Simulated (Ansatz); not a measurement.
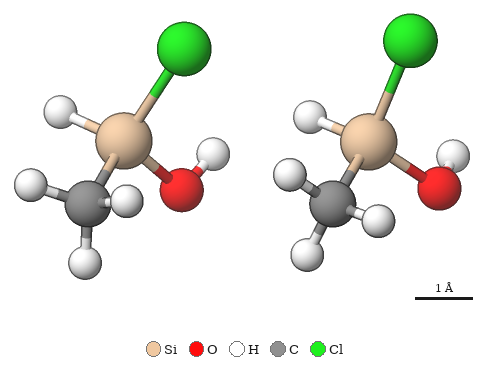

Two geometries of CH5ClOSi, drawn at one scale. One is the start of a relaxation, the other its converged end. Style: ball-and-stick. Shown from a free direction.

Theory: Ansatz 0.2.0, RKS PBE0-D4/STO-3G. (no spin polarisation; force threshold 0.02 eV/Å; at most 40 steps)

Which geometry has the lower energy?

Answer. The right one is the relaxed one. The run prepares the start of a later molecular dynamics calculation, from a guessed geometry. The atom that moves furthest after the best rigid fit is an H atom (0.43 Å). Largest moves by element: H 0.43 Å, Cl 0.35 Å, O 0.33 Å, Si 0.02 Å, C 0.02 Å. Among the contacts that change: C–H 1.110 → 1.094 Å, Cl–Si 2.128 → 2.116 Å, C–Si 1.870 → 1.858 Å, O–Si 1.680 → 1.690 Å. Bond angles that change, for instance: H–Si–Cl 109.5° → 104.4°, Si–O–H 109.5° → 105.4°, C–Si–H 109.5° → 113.1°. Groups turn about C–Si by about 35°, O–Si by about 25°. The energy falls by 0.117 eV in 12 accepted moves (14 points after the start). The largest force component goes from 0.7 to 0.0064 eV/Å. The line search rejected the trial steps at points 6, 8 of the run. The forces were under the threshold at step 11, but the run went on from there.

Limits of the set-up: STO-3G is a minimal basis, so the numbers are rough.
